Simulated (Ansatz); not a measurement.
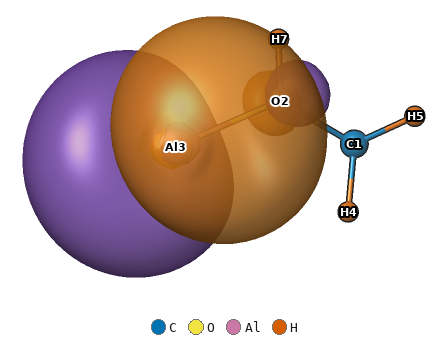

*CH4AlO (doublet). The LUMO (α) at ±0.08 Å⁻³ᐟ² (orange and purple are the two phases), seen at a tilt.*

Level of theory: Ansatz, UKS PBE/def2-SVPD.

```yaml
atoms:
  - { symbol: C, position_ang: [-0.6570, 0.7137, 0.0513] }
  - { symbol: O, position_ang: [-0.3853, -0.7050, -0.0073] }
  - { symbol: Al, position_ang: [0.9408, -1.8523, -1.2499] }
  - { symbol: H, position_ang: [-0.0133, 1.1669, -0.7251] }
  - { symbol: H, position_ang: [-0.3909, 1.1219, 1.0454] }
  - { symbol: H, position_ang: [-1.7210, 0.9176, -0.1763] }
  - { symbol: H, position_ang: [-0.8978, -1.2196, 0.6428] }
```

### What is the character of this orbital?

Its weight (Hirshfeld) is mainly on Al3 (about 95 %). Its energy is −1.77 eV.
